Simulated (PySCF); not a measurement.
Input file:

```
{"job": {"kind": "uv", "xc": "CAM-B3LYP", "basis": "def2-SVPD", "nstates": 8, "ntriplets": 3}, "charge": 0, "multiplicity": 1}
C      2.671664    -0.942277     0.193029
O      1.696008    -0.162841    -0.432976
Al     0.561853     0.736464    -1.211401
C     -1.118979     1.367353    -0.286877
C     -1.412651     1.059826     1.179586
C     -1.282069    -0.426225     1.325087
C     -1.441222    -1.126547     0.211744
S     -1.731589    -0.162486    -1.230066
H      2.777737    -1.896211    -0.327838
H      3.631665    -0.420837     0.174448
H      2.389584    -1.133626     1.230671
H      0.715431     1.043247    -2.689623
H     -1.716255     2.202718    -0.659485
H     -2.428700     1.357401     1.477754
H     -0.706700     1.588082     1.825008
H     -1.147687    -0.875965     2.295794
H     -1.465087    -2.196045     0.108515
```

Command:

```sh
OMP_NUM_THREADS=1 python probes_run.py task.json out
```

Geometry: GFN2-xTB.

These are results of CAM-B3LYP/def2-SVPD, SCF density, gas phase in PySCF 2.14.0, not measurements.

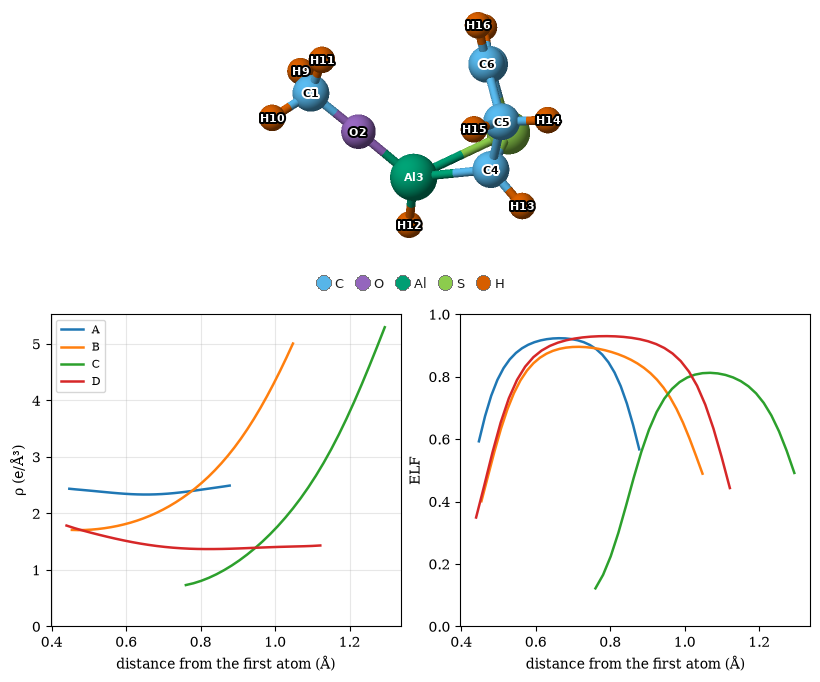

C5H9AlOS. Total electron density and ELF along straight lines between neighbouring atoms. The curves leave out the atomic cores. The structure is drawn too.

Q: Which curve belongs to which contact (Al–O, C–C, C–O and C–S)? The first atom named is at distance zero.

A: Curve A: C–C (1.32 Å): the density is about 2.3 e/Å³ at the midpoint; the ELF peaks at about 0.90 between the atoms; a short, multiple covalent bond. Curve B: C–O (1.40 Å): the density is about 2.1 e/Å³ at the midpoint, with its minimum of 1.7 e/Å³ about 0.5 Å from C; the ELF peaks at about 0.90 between the atoms; a shared but strongly polarised pair. Curve C: Al–O (1.64 Å): ρ is about 0.86 e/Å³ halfway; the ELF peaks at about 0.80 in the valence shell of O, 0.6 Å from its nucleus, and is about 0.30 at the midpoint. Curve D: C–S (1.76 Å): the density is about 1.4 e/Å³ at the midpoint; the ELF peaks at about 0.95 between the atoms: a covalent bond.
